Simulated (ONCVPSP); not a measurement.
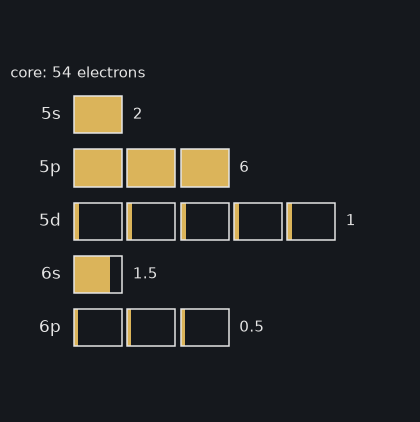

Fig. 1: The valence shells of the reference configuration: a box for each of the 2l + 1 orbitals, shaded by the share of the shell that is filled, with the electron count at the right.

Pseudopotential generation, with input and output: Tb

- system: terbium (Tb, Z = 65), core [Kr] 4d10 4f8, reference valence 5s2 5p6 5d1 6s1.5 6p0.5, valence charge 11.
- method: ONCV potential, PBE, scalar-relativistic, made with ONCVPSP 4.0.1

## The input
```
# ATOM AND REFERENCE CONFIGURATION
# atsym  z   nc   nv     iexc    psfile
  Tb 65.00   10    5        4      upf
#
#   n    l    f
    1    0    2.00
    2    0    2.00
    2    1    6.00
    3    0    2.00
    3    1    6.00
    3    2   10.00
    4    0    2.00
    4    1    6.00
    4    2   10.00
    4    3    8.00
    5    0    2.00
    5    1    6.00
    5    2    1.00
    6    0    1.50
    6    1    0.50
#
# PSEUDOPOTENTIAL AND OPTIMIZATION
# lmax
    2
#
#   l,   rc,      ep,       ncon, nbas, qcut
    0    2.35    0.00    4    8    6.10
    1    2.10    0.00    4    7    7.20
    2    2.70    0.00    4    9    6.90
#
# LOCAL POTENTIAL
# lloc, lpopt,  rc(5),   dvloc0
    4    5    1.75    0.00
#
# VANDERBILT-KLEINMAN-BYLANDER PROJECTORs
# l, nproj, debl
    0    2    2.30
    1    3    1.90
    2    2    2.90
#
# MODEL CORE CHARGE
# icmod, fcfact, rcfact
    2    0.25    1.05
#
# LOG DERIVATIVE ANALYSIS
# epsh1, epsh2, depsh
   -3.00    5.00    0.02
#
# OUTPUT GRID
# rlmax, drl
    6.00    0.01
#
# TEST CONFIGURATIONS
# ncnf
    4
# nvcnf
#   n    l    f
    5
    5    0    2.00
    5    1    6.00
    5    2    1.00
    6    0    2.00
    6    1    0.00
#
    5
    5    0    2.00
    5    1    6.00
    5    2    1.00
    6    0    1.00
    6    1    0.00
#
    5
    5    0    2.00
    5    1    6.00
    5    2    1.00
    6    0    0.00
    6    1    0.00
#
    5
    5    0    2.00
    5    1    6.00
    5    2    2.00
    6    0    0.00
    6    1    0.00
#
```

Command:
```bash
oncvpsp.x < Tb.dat > Tb.out
```

## Output (extracts)
```
ONCVPSP  (Optimized Norm-Conservinng Vanderbilt PSeudopotential)
scalar-relativistic version 4.0.1

#   n    l    f        energy (Ha)
    1    0    2.00    -1.9061639E+03
    2    0    2.00    -3.1621460E+02
    2    1    6.00    -2.8099056E+02
    3    0    2.00    -7.0380871E+01
    3    1    6.00    -5.9520334E+01
    3    2   10.00    -4.5377028E+01
    4    0    2.00    -1.4172952E+01
    4    1    6.00    -1.0592941E+01
    4    2   10.00    -5.6798012E+00
    4    3    8.00    -3.5437514E-01
    5    0    2.00    -1.9092757E+00
    5    1    6.00    -1.0496775E+00
    5    2    1.00    -1.0860362E-01
    6    0    1.50    -1.6854061E-01
    6    1    0.50    -6.0355613E-02

Reference configufation results
  iterations    34
  all-electron total energy (Ha)   -1.17087368D+04

Begin loop to  construct optimized pseudo wave functions
and semi-local pseudopoentials for all angular momenta

Calculating optimized projector #   1

 for l=   0

    Fraction of norm inside rc  0.978637
    Optimizing pswf for qcut=   6.10 a_B^-1,  ecut=  18.63 Ha
    Residual kinetic energy error=  4.75D-08 Ha

    Energy error per electron        Cutoff
         Ha          eV             Ha
         0.01000     0.27211        6.99
         0.00100     0.02721       10.60
         0.00010     0.00272       13.09
         0.00001     0.00027       15.14

Calculating optimized projector #   2

 for l=   0

    Fraction of norm inside rc  0.098330
    Optimizing pswf for qcut=   6.10 a_B^-1,  ecut=  18.63 Ha
    Residual kinetic energy error=  1.69D-07 Ha

    Energy error per electron        Cutoff
         Ha          eV             Ha
         0.01000     0.27211        3.04
         0.00100     0.02721        9.90
         0.00010     0.00272       12.95
         0.00001     0.00027       15.33

   Wellstate for l =  1  n =  7
     eigenvalue =   1.8396
     asymptotic potential =   2.3396
     half-point radius =  3.6876

Calculating optimized projector #   1

 for l=   1

    Fraction of norm inside rc  0.860772
    Optimizing pswf for qcut=   7.20 a_B^-1,  ecut=  25.90 Ha
    Residual kinetic energy error=  1.04D-07 Ha

    Energy error per electron        Cutoff
         Ha          eV             Ha
         0.01000     0.27211        5.78
         0.00100     0.02721       14.20
         0.00010     0.00272       18.12
         0.00001     0.00027       20.99

Calculating optimized projector #   2

 for l=   1

    Fraction of norm inside rc  0.026399
    Optimizing pswf for qcut=   7.20 a_B^-1,  ecut=  25.90 Ha
    Residual kinetic energy error=  2.22D-08 Ha

    Energy error per electron        Cutoff
         Ha          eV             Ha
         0.01000     0.27211        3.59
         0.00100     0.02721        6.00
         0.00010     0.00272       15.20
         0.00001     0.00027       19.18

Calculating optimized projector #   3

 for l=   1

    Fraction of norm inside rc  0.150958
    Optimizing pswf for qcut=   7.20 a_B^-1,  ecut=  25.90 Ha
    Residual kinetic energy error=  1.81D-06 Ha

    Energy error per electron        Cutoff
         Ha          eV             Ha
         0.01000     0.27211        8.96
         0.00100     0.02721       17.31
         0.00010     0.00272       21.24
         0.00001     0.00027       24.03

   Wellstate for l =  2  n =  8
     eigenvalue =   2.7914
     asymptotic potential =   3.2914
     half-point radius =  4.7923

Calculating optimized projector #   1

 for l=   2

    Fraction of norm inside rc  0.570231
    Optimizing pswf for qcut=   6.90 a_B^-1,  ecut=  23.79 Ha
    Residual kinetic energy error=  5.15D-10 Ha

    Energy error per electron        Cutoff
         Ha          eV             Ha
         0.01000     0.27211        6.66
         0.00100     0.02721        9.69
         0.00010     0.00272       12.65
         0.00001     0.00027       15.20

Calculating optimized projector #   2

 for l=   2

    Fraction of norm inside rc  0.196793
    Optimizing pswf for qcut=   6.90 a_B^-1,  ecut=  23.79 Ha
    Residual kinetic energy error=  2.16D-09 Ha

    Energy error per electron        Cutoff
         Ha          eV             Ha
         0.01000     0.27211        8.91
         0.00100     0.02721       11.48
         0.00010     0.00272       13.28
         0.00001     0.00027       14.67

Construct Vanderbilt / Kleinmman-Bylander projectors

B matrix Hermiticity error, ll=   0
   1   2    1.5013E-04

  Orthonormal projector coefficients  5.4460E+00  8.8313E-01

B matrix Hermiticity error, ll=   1
   1   2    5.0286E-05
   1   3   -3.2244E-04
   2   3    5.5512E-05

  Orthonormal projector coefficients  6.6869E+00  1.4075E+00  1.9805E-01

B matrix Hermiticity error, ll=   2
   1   2    1.1853E-04

  Orthonormal projector coefficients  2.0260E+00  3.3032E-01

Model core correction analysis
  based on d2Exc/dn_idn_j

d2excae - all-electron derivatives

   -2.642541D-02   -2.313165D-02   -8.546145D-03   -1.622010D-03
   -7.922752D-04
   -2.313161D-02   -2.349609D-02   -1.234205D-02   -2.805052D-03
   -8.650938D-04
   -8.545936D-03   -1.234191D-02   -1.828565D-02   -1.588610D-02
   -8.903100D-03
   -1.621594D-03   -2.804149D-03   -1.588280D-02   -2.578619D-02
   -1.974889D-02
   -7.922282D-04   -8.647604D-04   -8.895577D-03   -1.974159D-02
   -2.579405D-02

d2excps - pseudofunction derivatives with no core correction

   -4.380681D-02   -3.071910D-02   -1.013139D-02   -3.095299D-03
   -1.213206D-03
   -3.071986D-02   -2.954201D-02   -1.419214D-02   -3.427613D-03
   -1.134070D-03
   -1.013117D-02   -1.419202D-02   -1.955884D-02   -1.648888D-02
   -9.046164D-03
   -3.095801D-03   -3.426605D-03   -1.648526D-02   -2.645702D-02
   -1.994878D-02
   -1.213254D-03   -1.133756D-03   -9.038358D-03   -1.994132D-02
   -2.590739D-02

rms 2nd derivative error    4.355400E-03

amplitude prefactor, scale prefactor
    2.0210    1.5513

d2excps - pseudofunction derivatives with core correction

   -2.915939D-02   -2.346873D-02   -8.680841D-03   -2.092531D-03
   -8.592730D-04
   -2.346868D-02   -2.416208D-02   -1.278059D-02   -3.025360D-03
   -9.045020D-04
   -8.680601D-03   -1.278054D-02   -1.877442D-02   -1.624456D-02
   -8.980693D-03
   -2.092097D-03   -3.024382D-03   -1.624073D-02   -2.622043D-02
   -1.989987D-02
   -8.592264D-04   -9.041649D-04   -8.972851D-03   -1.989243D-02
   -2.588948D-02

rms 2nd derivative error    6.282992E-04

Pseudoatom total energy  -38.032475

Diagnostic tests using Vanderbilt-Kleinman-Bylander pseudopotentials
  1 or more projectors used as specified by nproj input data

   l    rcore       rmatch      e in        delta e   norm test  slope test

   0   2.3604344   2.4321023  -1.9092757   0.0000011   1.0001430   1.0001310
   0   2.3604344   2.4321023  -0.1685406   0.0000009   1.0000199   1.0000157

   1   2.1068339   2.1708019  -1.0496775  -0.0000005   1.0001054   1.0001123
   1   2.1068339   2.1708019  -0.0603556   0.0000011   1.0000353   1.0000301
   1   2.1068339   2.1708019   1.8396444   0.0000411   1.0002380   1.0002380

   2   2.7086038   2.7908429  -0.1086036   0.0000001   1.0000210   1.0000232
   2   2.7086038   2.7908429   2.7913964   0.0000153   1.0001177   1.0001177

 Testing for bound ghosts
   n   l    E NL Schr. Eq   E Basis Diag.   E Cutoff

   1   0       -1.909275       -1.909274     47.62
   2   0       -0.168540       -0.153574     47.62

   2   1       -1.049678       -1.049670     68.41
   3   1       -0.060355        0.029620     68.41

   3   2       -0.108604       -0.106768     60.36

 Testing for highly-localized positive-energy ghosts
       l    <radius>/rc     E Basis Diag.   E Cutoff

Test configuration 0

   n   l     f        eae           eps        diff
   1   0  2.0000-1906.16386896
   2   0  2.0000 -316.21459710
   2   1  6.0000 -280.99055705
   3   0  2.0000  -70.38087083
   3   1  6.0000  -59.52033411
   3   2 10.0000  -45.37702824
   4   0  2.0000  -14.17295182
   4   1  6.0000  -10.59294094
   4   2 10.0000   -5.67980123
   4   3  8.0000   -0.35437514
   5   0  2.0000   -1.90927565   -1.90927453    1.12D-06
   5   1  6.0000   -1.04967746   -1.04967798   -5.23D-07
   5   2  1.0000   -0.10860362   -0.10860352    9.77D-08
   6   0  1.5000   -0.16854061   -0.16853976    8.52D-07
   6   1  0.5000   -0.06035561   -0.06035450    1.11D-06

    Total energies and differences
      AE_ref= -1.17087368D+04  AE_tst= -1.17087368D+04  dif=  0.00D+00
      PS_ref= -3.80324751D+01  PS_tst= -3.80324751D+01  dif=  7.11D-15
      PSP excitation error= -7.11D-15

Test configuration 1

   n   l     f        eae           eps        diff
   1   0  2.0000-1906.13887598
   2   0  2.0000 -316.18985362
   2   1  6.0000 -280.96581276
   3   0  2.0000  -70.35618238
   3   1  6.0000  -59.49564544
   3   2 10.0000  -45.35233908
   4   0  2.0000  -14.14819133
   4   1  6.0000  -10.56817405
   4   2 10.0000   -5.65503685
   4   3  8.0000   -0.32962952
   5   0  2.0000   -1.88429549   -1.88356232    7.33D-04
   5   1  6.0000   -1.02490714   -1.02452776    3.79D-04
   5   2  1.0000   -0.08906489   -0.08902119    4.37D-05
   6   0  2.0000   -0.15414008   -0.15412822    1.19D-05

    Total energies and differences
      AE_ref= -1.17087368D+04  AE_tst= -1.17087901D+04  dif= -5.33D-02
      PS_ref= -3.80324751D+01  PS_tst= -3.80858024D+01  dif= -5.33D-02
      PSP excitation error=  1.26D-05

Test configuration 2

   n   l     f        eae           eps        diff
   1   0  2.0000-1906.37546752
   2   0  2.0000 -316.42526947
   2   1  6.0000 -281.20129875
   3   0  2.0000  -70.59125203
   3   1  6.0000  -59.73072375
   3   2 10.0000  -45.58740684
   4   0  2.0000  -14.38335707
   4   1  6.0000  -10.80335588
   4   2 10.0000   -5.89018950
   4   3  8.0000   -0.56462614
   5   0  2.0000   -2.11952201   -2.12064784   -1.13D-03
   5   1  6.0000   -1.25988912   -1.26050418   -6.15D-04
   5   2  1.0000   -0.30649046   -0.30657172   -8.13D-05
   6   0  1.0000   -0.34562874   -0.34545275    1.76D-04

    Total energies and differences
      AE_ref= -1.17087368D+04  AE_tst= -1.17085423D+04  dif=  1.94D-01
      PS_ref= -3.80324751D+01  PS_tst= -3.78380110D+01  dif=  1.94D-01
      PSP excitation error=  9.18D-06

Test configuration 3

   n   l     f        eae           eps        diff
   1   0  2.0000-1906.65453657
   2   0  2.0000 -316.70258389
   2   1  6.0000 -281.47873393
   3   0  2.0000  -70.86762818
   3   1  6.0000  -60.00711843
   3   2 10.0000  -45.86384516
   4   0  2.0000  -14.65994589
   4   1  6.0000  -11.08001136
   4   2 10.0000   -6.16687037
   4   3  8.0000   -0.84088100
   5   0  2.0000   -2.39595326   -2.40086771   -4.91D-03
   5   1  6.0000   -1.53451106   -1.53731971   -2.81D-03
   5   2  1.0000   -0.55789529   -0.55843847   -5.43D-04

    Total energies and differences
      AE_ref= -1.17087368D+04  AE_tst= -1.17080916D+04  dif=  6.45D-01
      PS_ref= -3.80324751D+01  PS_tst= -3.73875809D+01  dif=  6.45D-01
      PSP excitation error=  3.03D-04

Test configuration 4

   n   l     f        eae           eps        diff
   1   0  2.0000-1906.30483312
   2   0  2.0000 -316.35167298
   2   1  6.0000 -281.12777280
   3   0  2.0000  -70.51915589
   3   1  6.0000  -59.65861466
   3   2 10.0000  -45.51494541
   4   0  2.0000  -14.31081927
   4   1  6.0000  -10.73055065
   4   2 10.0000   -5.81680821
   4   3  8.0000   -0.49115100
   5   0  2.0000   -2.04490864   -2.04432868    5.80D-04
   5   1  6.0000   -1.19024872   -1.18857996    1.67D-03
   5   2  2.0000   -0.25931492   -0.25821131    1.10D-03

    Total energies and differences
      AE_ref= -1.17087368D+04  AE_tst= -1.17084946D+04  dif=  2.42D-01
      PS_ref= -3.80324751D+01  PS_tst= -3.77900392D+01  dif=  2.42D-01
      PSP excitation error= -2.27D-04
```

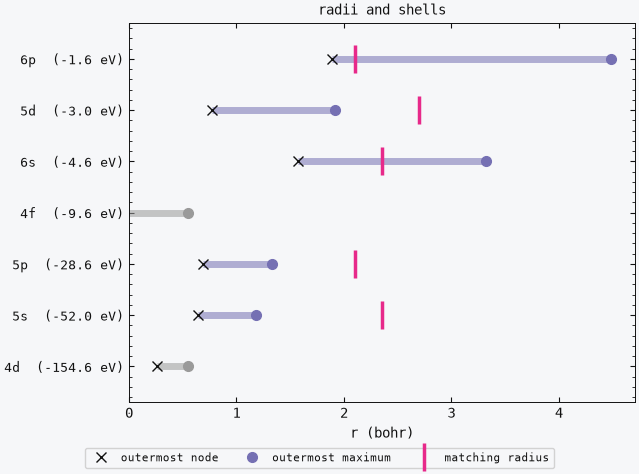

Fig. 2: Outer shells of the all-electron reference atom: each bar runs from the outermost node (or the nucleus) to the outermost maximum of u(r); the tick is the radius chosen for the pseudo-wave. Shells without a tick have no pseudo-wave of their own. Levels, nodes and maxima are from ld1.x, scalar-relativistic.

- Radii against the shells: 5s: 2.35 bohr, outside the maximum; 5p: 2.10 bohr, outside the maximum; 6s: 2.35 bohr, between node and maximum; 5d: 2.70 bohr, outside the maximum; 6p: 2.10 bohr, between node and maximum.

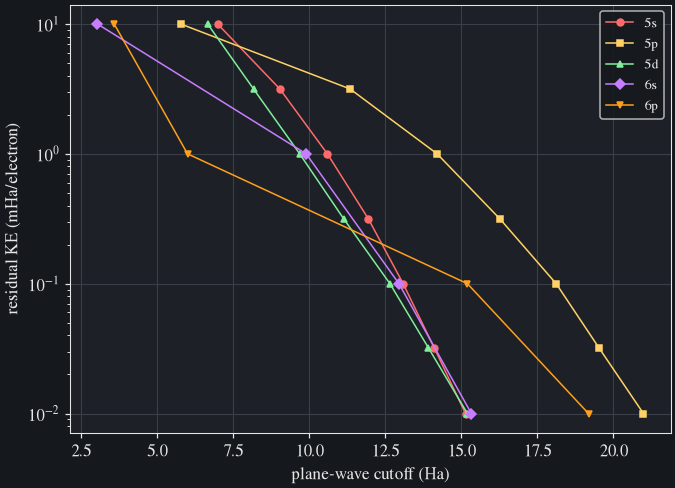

Fig. 3: Residual kinetic energy of the pseudo-waves (the first of each channel, and further valence shells) beyond the plane-wave cutoff, as the generator prints it.

- Cutoffs for the occupied states: 14 Ha for 1 mHa and 18 Ha for 0.1 mHa per electron. The first is set by 5p.
- Hardest wave at 1 mHa per electron: 5p, with rc = 2.10 bohr and qcut = 7.2 1/bohr. The optimisation minimises, but can't always remove, the kinetic energy above qcut²/2 = 25.9 Ha, and a larger rc would as a rule soften the wave at some cost in transferability.
- Cutoffs for 1 mHa per electron: 5p: 14 Ha; 5s: 11 Ha; 6s: 9.9 Ha; 5d: 9.7 Ha; 6p: 6.0 Ha.

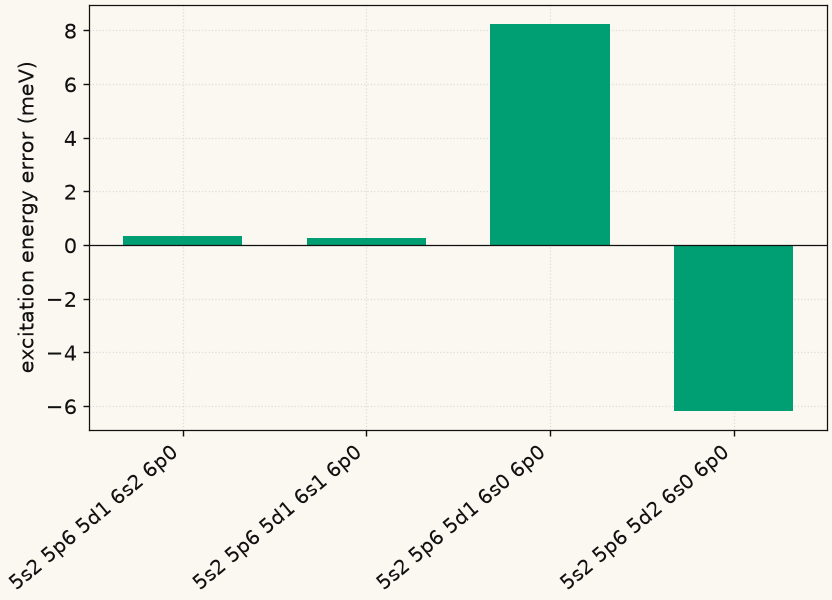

Fig. 4: Errors, all-electron minus pseudo, of the energies of valence configurations relative to the unpolarised reference 5s2 5p6 5d1 6s1.5 6p0.5.

- Worst configuration: 5s2 5p6 5d1 6s0 6p0 (charge +2): the error is +8.2 meV on an all-electron energy of +17.56 eV relative to the reference, or 0.047 %.
- Configurations within 10 meV and within 50 meV: 4 and 4 of 4.
- Errors in meV: 5s2 5p6 5d1 6s2 6p0: +0.3; 5s2 5p6 5d1 6s1 6p0: +0.2; 5s2 5p6 5d1 6s0 6p0: +8.2; 5s2 5p6 5d2 6s0 6p0: -6.2.

## Results in brief

- outcome: generated
- cutoffs needed: 14 Ha and 18 Ha (the cutoffs at which the residual kinetic energy of the hardest occupied pseudo-wave falls to 1 and 0.1 mHa per electron)
- ghost test: no bound ghost flagged; no localised positive-energy state flagged
- largest excitation error: +8.2 meV (all-electron minus pseudo) for 5s2 5p6 5d1 6s0 6p0, out of 4 test configurations
- rms error of d²Exc/dni dnj: 4.36 mHa without and 0.63 mHa with the model core
- range over which the phases arctan(r R′/R) at the test radius agree within 0.05 rad (a looser test near the poles than one of phase shifts): s: up to about 3.6 Ha; p: over the whole range computed; d: over the whole range computed; f: not judged, local potential alone
- hardware: 1 CPU thread, shared host
- wall time: 6.9 s

## Notes

The scattering phases part by more than π/2 and stay apart in s from about 4.3 Ha: a level there is either far displaced or one that only the pseudo-atom has. The open f shell is frozen into the core, so the potential fits one valence alone and carries no f magnetism.
